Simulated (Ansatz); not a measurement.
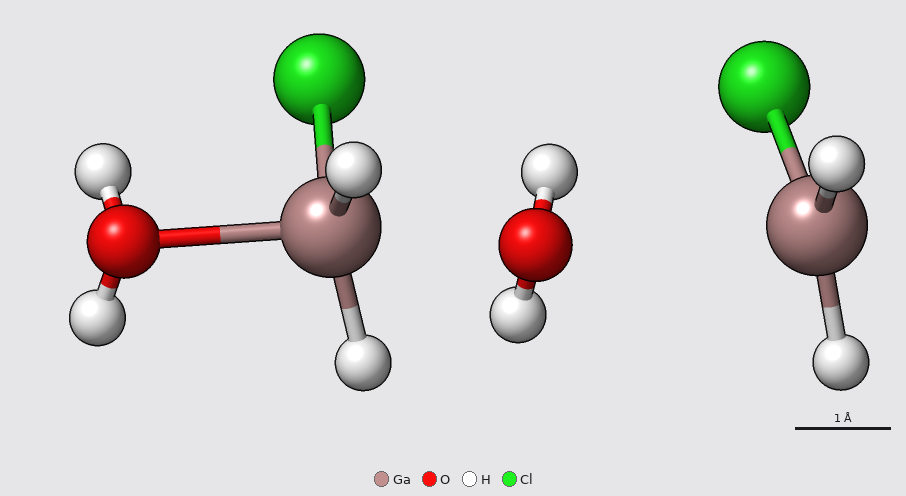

Two geometries of GaH$_{4}$OCl, drawn at one scale. One is the start of a relaxation, the other its converged end. A ball-and-stick model, seen at a tilt.

Computed with RKS B3LYP-D4/def2-mTZVP (Ansatz). Set-up: no spin polarisation; force threshold 0.03 eV/Å; at most 50 steps.

Which one is relaxed?

The left one is the relaxed one. The run prepares an end point of a later path (reaction) calculation, from a guessed geometry. The energy falls by 34.5 kJ/mol in 7 geometry steps. The largest force component goes from 0.77 to 0.018 eV/Å. The O atom moves most after the best rigid fit: 0.44 Å. Largest moves by element: O 0.44 Å, H 0.39 Å, Ga 0.36 Å, Cl 0.14 Å. Some distances before and after: Ga–O 2.975 → 2.183 Å, H–O 0.987 → 0.974 Å, Ga–H 1.559 → 1.567 Å, Cl–Ga 2.231 → 2.237 Å. New bonds form, among them: Ga–O (2.97 → 2.18 Å). Among the angles between lasting bonds that change: H–Ga–H 132.3° → 129.2°.

Limits of the set-up: the start holds two separate molecules, 2.6 Å apart at their closest, whose relative position is a soft coordinate.
